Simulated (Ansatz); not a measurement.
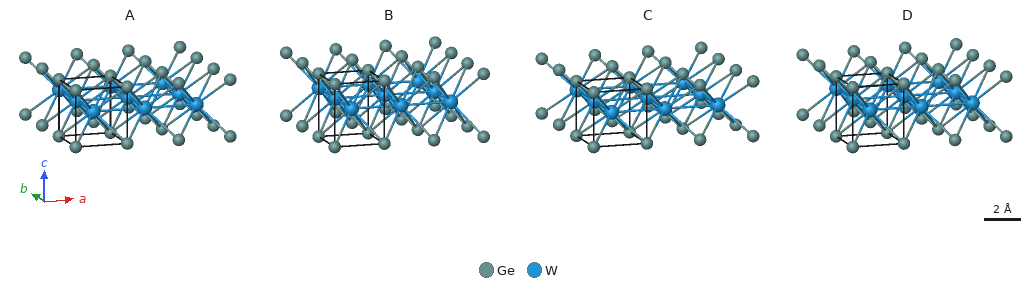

4 geometries from one relaxation of a crystal of GeW (a generated structure, set up in P4/mmm), in shuffled order. A ball-and-stick model of the cell of the calculation, repeated 3 × 3 × 1 with one cell outlined, seen slightly off an axis.

Computed with DFT PBE, scalar-relativistic, plane waves, PAW in Ansatz 0.2.0. Set-up: plane-wave cutoff 420 eV; k-point mesh 18 × 18 × 16; occupations gaussian; smearing width 0.1 eV; no spin polarisation; cell and atoms relaxed; force threshold 0.01 eV/Å; at most 80 steps.

**Put them in the order of the run, from the start to the converged end.**

B, D, A, C. They are steps 0, 1, 2, 7, at +148 meV per atom, +57.8 meV per atom, +21.9 meV per atom relative to the last. Over 5 accepted moves (7 points after the start) the energy falls by 148 meV per atom. All forces vanish by symmetry, so only the cell relaxes. The pressure goes from 1.39 to 0.00 GPa. At 2 points the geometry stayed and the basis and grid were re-selected for the new cell (energy shift of 0.5 meV per atom at most each time). The atoms keep their places relative to the cell (all moves are under 0.005 Å). The volume changes by −0.4 %, with a = b 2.927 → 3.134 Å (+7.0 %), c 3.609 → 3.137 Å (−13.1 %). Some distances before and after: W–W 3.609 → 3.137 Å, W–W 2.927 → 3.134 Å, Ge–W 2.746 → 2.715 Å. The space group (tolerance 0.01 Å) goes from P4/mmm (No. 123) to Pm-3m (No. 221). The run took 100 s on 1 thread of AMD EPYC 7R43 64-Core Processor (Zen 3) (shared host), peak memory 0.6 GiB.
